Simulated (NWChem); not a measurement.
**A workflow on the pair C2H3F···H2S**

Aim: the energy (singlet C2H5FS, PBE-D3(BJ)/def2-SVPD), then a single-point energy (singlet C2H3F, PBE-D3(BJ)/def2-SVPD), then the energy (singlet H2S, PBE-D3(BJ)/def2-SVPD), then the energy (singlet C2H3F, PBE-D3(BJ)/def2-SVPD), then the energy (singlet H2S, PBE-D3(BJ)/def2-SVPD) of C2H5FS and its partners. 

The calculation is run with NWChem 7.3.0.

**1. The system as given**

C2H5FS has 9 atoms, charge 0, and is taken as a singlet. The two molecules were placed rigidly side by side, at 1.3 times their contact distance; the pair isn't optimised.

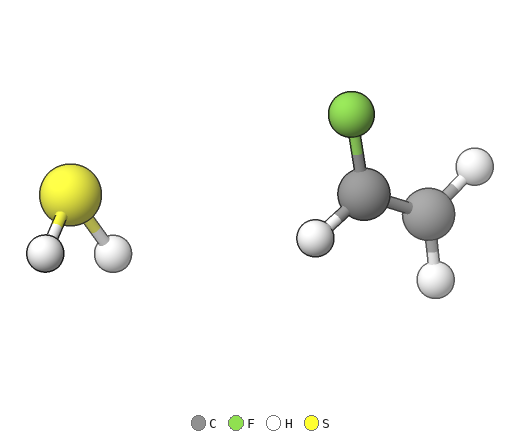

Viewed from a chosen angle; carbon grey, fluorine green, hydrogen white, sulfur yellow.

**2. A single-point energy at PBE-D3(BJ)/def2-SVPD (run 1)**

Input file c2h5fs.nw:

```
start c2h5fs
memory 2200 mb
charge 0
geometry noautosym nocenter noautoz
  C     -0.543200     0.087080    -0.435080
  C      0.483000    -0.005620     0.384320
  F      0.959200    -1.181720     0.803220
  H     -1.050900    -0.792620    -0.808880
  H     -0.887200     1.064780    -0.741980
  H      1.039100     0.828080     0.798420
  S      4.917240     1.109160     0.450530
  H      5.049610     2.053520     1.393620
  H      4.076190     1.867990    -0.267670
end
basis spherical bse
  * library def2-SVPD
end
dft
  xc xpbe96 cpbe96
  mult 1
  disp vdw 4
  grid fine
  convergence energy 1e-08
  maxiter 100
  mulliken
  print low
end
task dft energy
```

On the command line:

```sh
$ nwchem c2h5fs.nw > c2h5fs.out
```

What it wrote, cut to the lines that bear on the results:

```text
[...]
 d= 0,ls=0.0,diis     1   -576.5246397971 -7.04D+02  1.21D-02  6.92D-01     3.1
[...]
 d= 0,ls=0.0,diis    11   -576.5998942348 -4.99D-09  2.67D-07  2.21D-09    27.5
         Total DFT energy =     -576.599894234778
      One electron energy =    -1047.173704036625
           Coulomb energy =      391.393792952965
    Exchange-Corr. energy =      -48.335553906552
 Nuclear repulsion energy =      127.519388769413
    Dispersion correction =       -0.003818013979
[...]
      Total Density - Mulliken Population Analysis
     ---------------------------------------------
    Atom       Charge   Shell Charges
 -----------   ------   -------------------------------------------------------
    1 C    6     5.89   1.98  0.93  0.30 -0.05  2.13  0.47  0.02  0.09
    2 C    6     5.32   1.98  0.95 -0.07 -0.06  2.02  0.23  0.07  0.18
    3 F    9     9.42   1.99  1.15  0.78  0.11  3.34  1.86  0.15  0.01  0.04
    4 H    1     1.14   0.76  0.36  0.02  0.00
    5 H    1     1.03   0.76  0.25  0.02 -0.01
    6 H    1     1.20   0.77  0.43  0.02 -0.02
    7 S   16    16.35   2.00  1.98  1.30  0.48  0.05  5.92  1.84  2.53  0.18  0.04  0.03
    8 H    1     0.82   0.71  0.02  0.03  0.06
    9 H    1     0.83   0.71  0.01  0.03  0.07
[...]
```

Run time: 28 s. Hardware: 1 thread of AMD EPYC 7R43 (Zen 3), shared host; peak memory 0.12 GiB.

**3. C2H3F: a single-point energy at PBE-D3(BJ)/def2-SVPD (run 2)**

Input file c2h3f.nw:

```
start c2h3f
memory stack 880 mb heap 220 mb global 1100 mb

geometry units angstroms noautosym nocenter noautoz
   C    -0.543200    0.087080   -0.435080
   C     0.483000   -0.005620    0.384320
   F     0.959200   -1.181720    0.803220
   H    -1.050900   -0.792620   -0.808880
   H    -0.887200    1.064780   -0.741980
   H     1.039100    0.828080    0.798420
end

basis spherical bse
   * library def2-SVPD
end

dft
   xc xpbe96 cpbe96
   disp vdw 4
   grid fine
   convergence energy 1e-08
   iterations 100
   mulliken
   print low
end

task dft
```

On the command line:

```sh
$ nwchem c2h3f.nw > c2h3f.out
```

What it wrote, cut to the lines that bear on the results:

```text
[...]
 d= 0,ls=0.0,diis     1   -177.4487111220 -2.45D+02  1.65D-02  5.11D-01     1.1
[...]
 d= 0,ls=0.0,diis    11   -177.5049204986 -1.25D-09  1.15D-07  7.11D-11     9.6
         Total DFT energy =     -177.504920498564
      One electron energy =     -377.158857727821
           Coulomb energy =      154.004954952254
    Exchange-Corr. energy =      -22.141840025176
 Nuclear repulsion energy =       67.793302729728
    Dispersion correction =       -0.002480427549
[...]
      Total Density - Mulliken Population Analysis
     ---------------------------------------------
    Atom       Charge   Shell Charges
 -----------   ------   -------------------------------------------------------
    1 C    6     5.89   1.98  0.93  0.30 -0.05  2.13  0.49  0.02  0.09
    2 C    6     5.38   1.98  0.95 -0.05 -0.02  2.03  0.23  0.07  0.18
    3 F    9     9.40   1.99  1.15  0.78  0.10  3.34  1.86  0.14  0.01  0.04
    4 H    1     1.14   0.76  0.36  0.02  0.00
    5 H    1     1.03   0.76  0.26  0.02 -0.01
    6 H    1     1.16   0.77  0.38  0.02 -0.01
[...]
```

Wall time 10 s (1 thread of AMD EPYC 7R43 (Zen 3), shared host); peak memory 0.12 GiB.

**4. H2S: a single-point energy at PBE-D3(BJ)/def2-SVPD (run 3)**

Input file work.nw:

```
start work
title "H2S PBE"
memory 2200 mb

geometry units atomic noautosym nocenter noautoz
S    9.29223689   2.09600863   0.85137831
H    9.54237994   3.88059039   2.63356012
H    7.70288273   3.52998950  -0.50582299
end

basis "ao basis" spherical bse
* library def2-SVPD
end

dft
xc xpbe96 cpbe96
disp vdw 4
grid fine
convergence energy 1e-08
maxiter 100
mulliken
print low
end

task dft energy
```

On the command line:

```sh
$ nwchem work.nw > work.out
```

What it wrote, cut to the lines that bear on the results:

```text
[...]
 d= 0,ls=0.0,diis     1   -399.0755056572 -4.12D+02  1.12D-02  1.77D-01     0.4
[...]
 d= 0,ls=0.0,diis     7   -399.0938983287 -7.33D-09  2.76D-07  1.65D-10     2.4
         Total DFT energy =     -399.093898328690
      One electron energy =     -576.357101153674
           Coulomb energy =      190.559529362518
    Exchange-Corr. energy =      -26.194637615484
 Nuclear repulsion energy =       12.899112413778
    Dispersion correction =       -0.000801335828
[...]
      Total Density - Mulliken Population Analysis
     ---------------------------------------------
    Atom       Charge   Shell Charges
 -----------   ------   -------------------------------------------------------
    1 S   16    16.35   2.00  1.98  1.29  0.50  0.04  5.92  1.84  2.53  0.18  0.04  0.03
    2 H    1     0.82   0.71  0.02  0.03  0.06
    3 H    1     0.82   0.71  0.02  0.03  0.06
[...]
```

It took 3.3 s on 1 thread of AMD EPYC 7R43 (Zen 3), shared host; peak memory 0.11 GiB.

**5. C2H3F among ghost functions: the energy at PBE-D3(BJ)/def2-SVPD (with ghost functions) (run 4)**

Input file sp.nw:

```
start sp
title "C2H3F PBE"
memory stack 880 mb heap 220 mb global 1100 mb

geometry noautosym nocenter noautoz
C    -0.543200    0.087080   -0.435080
C     0.483000   -0.005620    0.384320
F     0.959200   -1.181720    0.803220
H    -1.050900   -0.792620   -0.808880
H    -0.887200    1.064780   -0.741980
H     1.039100    0.828080    0.798420
bqS      4.917240     1.109160     0.450530
bqH      5.049610     2.053520     1.393620
bqH      4.076190     1.867990    -0.267670
end

basis spherical bse
C library def2-SVPD
F library def2-SVPD
H library def2-SVPD
bqS library S def2-SVPD
bqH library H def2-SVPD
end

dft
xc xpbe96 cpbe96
disp vdw 4
grid fine
convergence energy 1e-08
iterations 100
mulliken
print low
end

task dft
```

On the command line:

```sh
$ nwchem sp.nw > sp.out
```

What it wrote, cut to the lines that bear on the results:

```text
[...]
 d= 0,ls=0.0,diis     1   -177.4489119998 -2.45D+02  1.14D-02  5.11D-01     3.4
[...]
 d= 0,ls=0.0,diis    11   -177.5051101025 -1.27D-09  7.90D-08  7.08D-11    54.6
         Total DFT energy =     -177.505110102530
      One electron energy =     -377.156599684627
           Coulomb energy =      154.002184486215
    Exchange-Corr. energy =      -22.141517206297
 Nuclear repulsion energy =       67.793302729728
    Dispersion correction =       -0.002480427549
[...]
      Total Density - Mulliken Population Analysis
     ---------------------------------------------
    Atom       Charge   Shell Charges
 -----------   ------   -------------------------------------------------------
    1 C    6     5.89   1.98  0.93  0.30 -0.05  2.13  0.47  0.02  0.10
    2 C    6     5.32   1.98  0.95 -0.07 -0.05  2.03  0.23  0.07  0.18
    3 F    9     9.42   1.99  1.15  0.78  0.10  3.34  1.86  0.15  0.01  0.04
    4 H    1     1.14   0.76  0.36  0.02  0.00
    5 H    1     1.03   0.76  0.25  0.02 -0.01
    6 H    1     1.20   0.77  0.42  0.02 -0.02
    7 X    0     0.00  -0.00 -0.00  0.00 -0.00  0.00 -0.00 -0.00  0.00  0.00 -0.00 -0.00
    8 X    0    -0.00   0.00  0.00 -0.00 -0.00
    9 X    0     0.00   0.00 -0.00 -0.00  0.00
[...]
```

Run time: 56 s. Hardware: 1 thread of AMD EPYC 7R43 (Zen 3), shared host; peak memory 0.12 GiB.

**6. H2S among ghost functions: the energy at PBE-D3(BJ)/def2-SVPD (with ghost functions) (run 5)**

Input file a.nw:

```
start a
title "H2S PBE"
memory stack 880 mb heap 220 mb global 1100 mb

geometry units angstroms noautosym nocenter noautoz
   S        4.917240       1.109160       0.450530
   H        5.049610       2.053520       1.393620
   H        4.076190       1.867990      -0.267670
   bqC     -0.543200     0.087080    -0.435080
   bqC      0.483000    -0.005620     0.384320
   bqF      0.959200    -1.181720     0.803220
   bqH     -1.050900    -0.792620    -0.808880
   bqH     -0.887200     1.064780    -0.741980
   bqH      1.039100     0.828080     0.798420
end

basis spherical bse
   S library def2-SVPD
   H library def2-SVPD
   bqC library C def2-SVPD
   bqF library F def2-SVPD
   bqH library H def2-SVPD
end

dft
   xc xpbe96 cpbe96
   disp vdw 4
   grid fine
   convergence energy 1e-08
   iterations 100
   mulliken
   print low
end

task dft energy
```

On the command line:

```sh
$ nwchem a.nw > a.out
```

What it wrote, cut to the lines that bear on the results:

```text
[...]
 d= 0,ls=0.0,diis     1   -399.0756516381 -4.12D+02  3.83D-03  1.78D-01     3.6
[...]
 d= 0,ls=0.0,diis     7   -399.0940550076 -7.41D-09  1.25D-07  2.00D-10    20.1
         Total DFT energy =     -399.094055007553
      One electron energy =     -576.356050245481
           Coulomb energy =      190.558019362019
    Exchange-Corr. energy =      -26.194336118143
 Nuclear repulsion energy =       12.899113329882
    Dispersion correction =       -0.000801335830
[...]
      Total Density - Mulliken Population Analysis
     ---------------------------------------------
    Atom       Charge   Shell Charges
 -----------   ------   -------------------------------------------------------
    1 S   16    16.35   2.00  1.98  1.29  0.48  0.05  5.92  1.84  2.53  0.18  0.04  0.03
    2 H    1     0.82   0.71  0.02  0.03  0.06
    3 H    1     0.82   0.71  0.01  0.03  0.07
    4 X    0     0.00   0.00 -0.00 -0.00  0.00 -0.00  0.00  0.00  0.00
    5 X    0    -0.00  -0.00  0.00 -0.00 -0.00  0.00 -0.00 -0.00  0.00
    6 X    0     0.00  -0.00  0.00  0.00  0.00  0.00 -0.00  0.00 -0.00  0.00
    7 X    0    -0.00  -0.00 -0.00 -0.00  0.00
    8 X    0     0.00  -0.00  0.00 -0.00  0.00
    9 X    0     0.00  -0.00  0.00 -0.00 -0.00
[...]
```

Run time: 21 s. Hardware: 1 thread of AMD EPYC 7R43 (Zen 3), shared host; peak memory 0.12 GiB.

**7. What came out**

| quantity | value |
| --- | --- |
| run 1, PBE-D3(BJ)/def2-SVPD: total energy | -576.59989 Eh |
| run 1, PBE-D3(BJ)/def2-SVPD: dispersion energy | -10.02 kJ/mol |
| C2H3F: total energy | -177.50492 Eh |
| C2H3F: dispersion energy | -6.51 kJ/mol |
| H2S: total energy | -399.09390 Eh |
| H2S: dispersion energy | -2.10 kJ/mol |
| C2H3F among ghost functions: total energy | -177.50511 Eh |
| C2H3F among ghost functions: dispersion energy | -6.51 kJ/mol |
| H2S among ghost functions: total energy | -399.09406 Eh |
| H2S among ghost functions: dispersion energy | -2.10 kJ/mol |
| interaction energy of the rigid parts C2H3F and H2S (parts in their own basis; closest atoms 3.38 Å apart) | -0.029 eV |
| interaction energy of the rigid parts C2H3F and H2S (parts in the whole basis, counterpoise; closest atoms 3.38 Å apart) | -0.020 eV |

In words: The interaction energy of the rigid parts C2H3F and H2S (parts in their own basis; closest atoms 3.38 Å apart) is −0.03 eV (−2.8 kJ/mol): the parts attract. Without counterpoise this holds the superposition error of the basis. The interaction energy of the rigid parts C2H3F and H2S (parts in the whole basis, counterpoise; closest atoms 3.38 Å apart) is −0.02 eV (−1.9 kJ/mol). The basis-set superposition error is 0.9 kJ/mol. Mulliken charges (run 1, PBE-D3(BJ)/def2-SVPD) run from -0.42 on F3 to +0.68 on C2; in a basis this large or diffuse they mean little. Mulliken charges (C2H3F) run from -0.40 on F3 to +0.62 on C2; in a basis this large or diffuse they mean little.
